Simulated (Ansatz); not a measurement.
ClH9O12Si3Sn (SMILES O[Si](O)(O)[O][Sn]([Cl])([O][Si](O)(O)O)[O][Si](O)(O)O)

```json
{"atom": "O", "x (Å)": "-1.7540", "y (Å)": "4.1452", "z (Å)": "0.3405"}
{"atom": "Si", "x (Å)": "-1.5505", "y (Å)": "2.5585", "z (Å)": "0.0847"}
{"atom": "O", "x (Å)": "-2.2761", "y (Å)": "1.7666", "z (Å)": "1.3440"}
{"atom": "O", "x (Å)": "-2.2611", "y (Å)": "2.0854", "z (Å)": "-1.2815"}
{"atom": "O", "x (Å)": "0.0411", "y (Å)": "2.1755", "z (Å)": "0.0952"}
{"atom": "Sn", "x (Å)": "0.8449", "y (Å)": "0.5711", "z (Å)": "0.7924"}
{"atom": "Cl", "x (Å)": "0.7473", "y (Å)": "0.6122", "z (Å)": "3.0774"}
{"atom": "O", "x (Å)": "-0.0879", "y (Å)": "-0.9683", "z (Å)": "0.0687"}
{"atom": "Si", "x (Å)": "-1.6262", "y (Å)": "-1.4300", "z (Å)": "-0.1966"}
{"atom": "O", "x (Å)": "-2.0227", "y (Å)": "-0.7110", "z (Å)": "-1.6280"}
{"atom": "O", "x (Å)": "-1.7252", "y (Å)": "-3.0352", "z (Å)": "-0.4198"}
{"atom": "O", "x (Å)": "-2.6182", "y (Å)": "-1.0143", "z (Å)": "1.0137"}
{"atom": "O", "x (Å)": "2.6206", "y (Å)": "0.4018", "z (Å)": "0.1017"}
{"atom": "Si", "x (Å)": "3.3689", "y (Å)": "-1.0046", "z (Å)": "-0.2785"}
{"atom": "O", "x (Å)": "2.5102", "y (Å)": "-1.8408", "z (Å)": "-1.3856"}
{"atom": "O", "x (Å)": "4.8403", "y (Å)": "-0.7339", "z (Å)": "-0.9065"}
{"atom": "O", "x (Å)": "3.5170", "y (Å)": "-1.7820", "z (Å)": "1.1468"}
{"atom": "H", "x (Å)": "-1.2980", "y (Å)": "4.7636", "z (Å)": "-0.2310"}
{"atom": "H", "x (Å)": "-2.1233", "y (Å)": "2.1219", "z (Å)": "2.2228"}
{"atom": "H", "x (Å)": "-2.1472", "y (Å)": "1.1620", "z (Å)": "-1.5606"}
{"atom": "H", "x (Å)": "-2.7905", "y (Å)": "-1.0742", "z (Å)": "-2.0752"}
{"atom": "H", "x (Å)": "-1.9170", "y (Å)": "-3.5732", "z (Å)": "0.3497"}
{"atom": "H", "x (Å)": "-2.6746", "y (Å)": "-0.0723", "z (Å)": "1.2421"}
{"atom": "H", "x (Å)": "1.5680", "y (Å)": "-1.9305", "z (Å)": "-1.2096"}
{"atom": "H", "x (Å)": "4.8825", "y (Å)": "-0.5481", "z (Å)": "-1.8455"}
{"atom": "H", "x (Å)": "3.9320", "y (Å)": "-2.6453", "z (Å)": "1.1387"}
```

Geometry: PBE0-D4/def2-TZVP; core potentials replace the inner electrons of Sn.

Method: RKS PBE0-D4/def2-TZVPP in Ansatz.

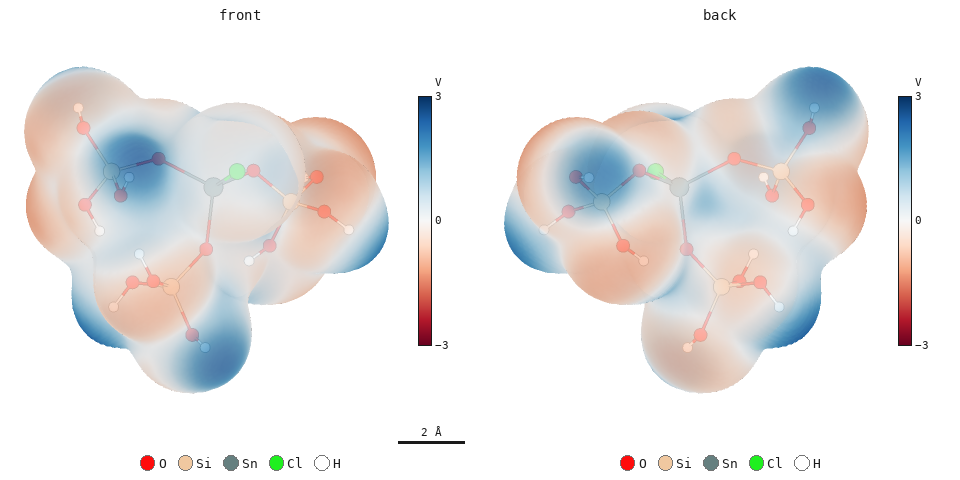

Figure 1. The electrostatic potential painted on the density surface at 0.001 e/bohr³, seen from the front and from behind; the colour scale runs from red (negative) to blue (positive).

> Where is the surface potential most negative and most positive?

The most negative region (about −1.2 V) lies over O4, O16 and O17, the most positive (about +2.3 V) over H18, H19, H21 and H22.

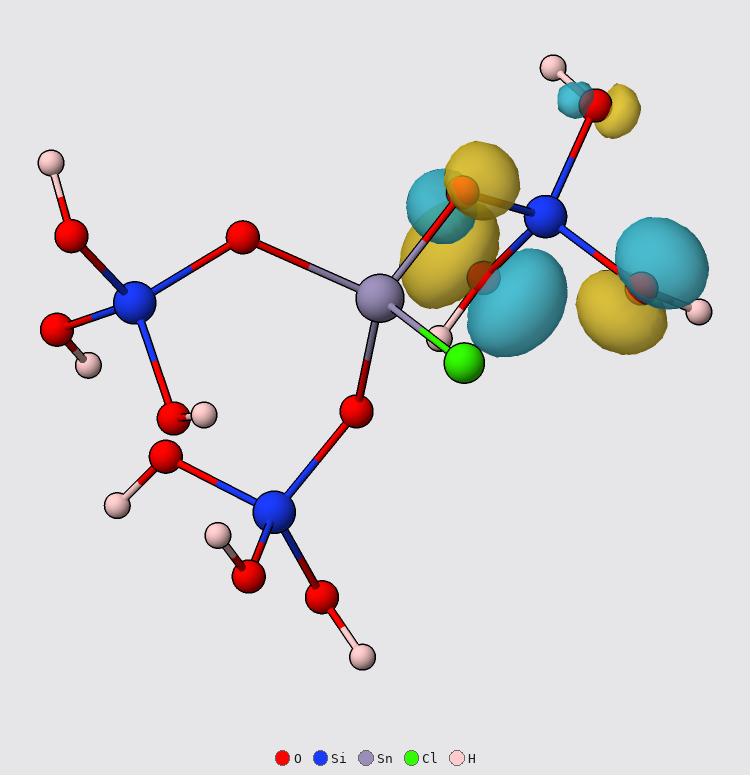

Figure 2. The HOMO at ±0.2 Å⁻³ᐟ² (yellow and cyan are the two phases), seen at an oblique angle.

> Describe this orbital and give its energy.

It lies mainly on O15 (about 45 %), O17 (about 25 %) and O13 (about 15 %); largely a combination of lone pairs on O15, O17 and O13. Its energy is −9.05 eV.

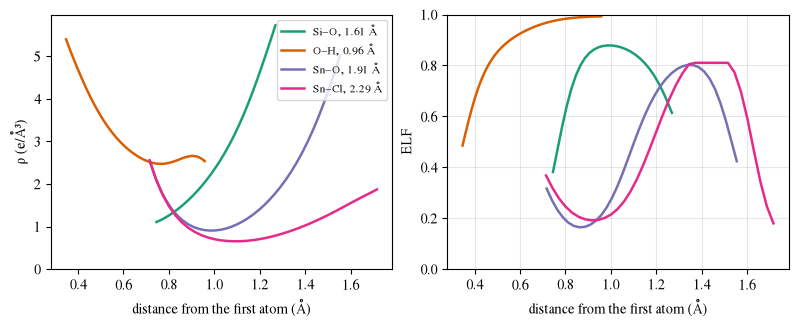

Figure 3. Electron density and ELF along straight lines between neighbouring atoms. The curves leave out the atomic cores.

> What can be read from the curves?

Si–O (1.61 Å): the density is about 1.3 e/Å³ at the midpoint; the ELF peaks at about 0.90 between the atoms; a polar covalent bond.
O–H (0.96 Å): the density is about 3.8 e/Å³ at the midpoint; the ELF climbs to about 1 towards the hydrogen, as it does in any bond to H: an ordinary covalent bond to hydrogen.
Sn–O (1.91 Å): the density is about 0.92 e/Å³ at the midpoint; the ELF peaks at about 0.80 in the valence shell of O, 0.6 Å from its nucleus, and drops to about 0.15 between the two atoms.
Sn–Cl (2.29 Å): the density is about 0.67 e/Å³ at the midpoint; the ELF peaks at about 0.80 in the valence shell of Cl, 0.9 Å from its nucleus, and is about 0.40 at the midpoint.
